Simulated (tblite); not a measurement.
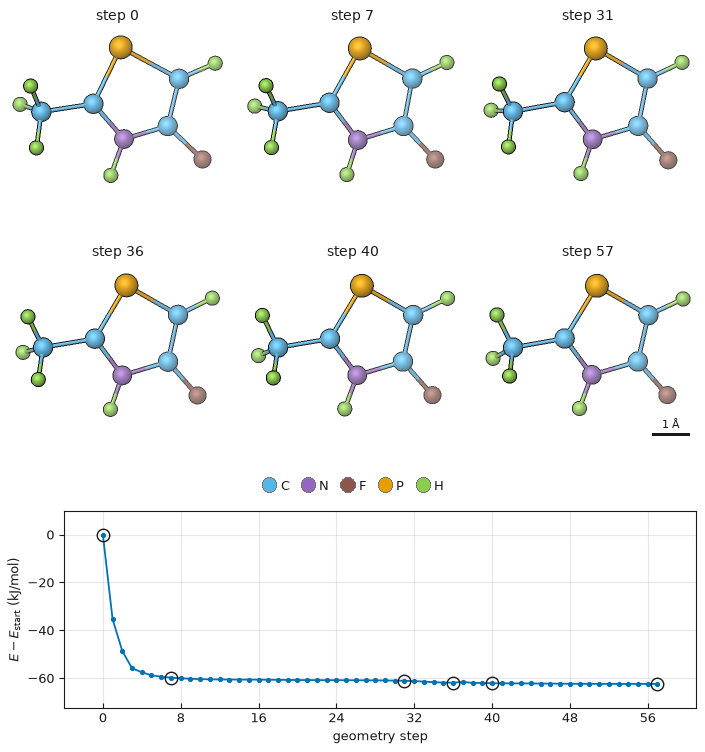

Frames of a relaxation of C$_{4}$H$_{5}$FNP, marked on the history of the run. The picture is a ball-and-stick view, seen at a tilt.

All numbers below come from tblite 0.8.0, GFN2-xTB geometry optimisation, gas phase. 

### Describe the path.

The energy falls by 62.4 kJ/mol in 57 geometry steps. An H atom moves most after the best rigid fit: 0.51 Å. By element the largest moves are H 0.51 Å, P 0.24 Å, F 0.22 Å, C 0.10 Å, N 0.10 Å. Some distances before and after: C–P 1.930 → 1.766 Å, H–N 1.076 → 1.010 Å, C–N 1.295 → 1.352 Å, C–F 1.399 → 1.342 Å. Bond angles that change, for instance: H–C–H 115.9° → 108.1°, F–C–C 120.8° → 127.9°, C–C–P 122.8° → 128.2°. Groups turn about C–C by about 30°. From step 0 to 7: the P atom moves most (0.12 Å), energy −59.8 kJ/mol. From step 7 to 31: an H atom moves most (0.13 Å), energy −1.30 kJ/mol. From step 31 to 36: H atoms move most (0.18 Å), energy −0.79 kJ/mol. From step 36 to 40: H atoms move most (0.09 Å), energy −0.21 kJ/mol. From step 40 to 57: H atoms move most (0.09 Å), energy −0.30 kJ/mol.
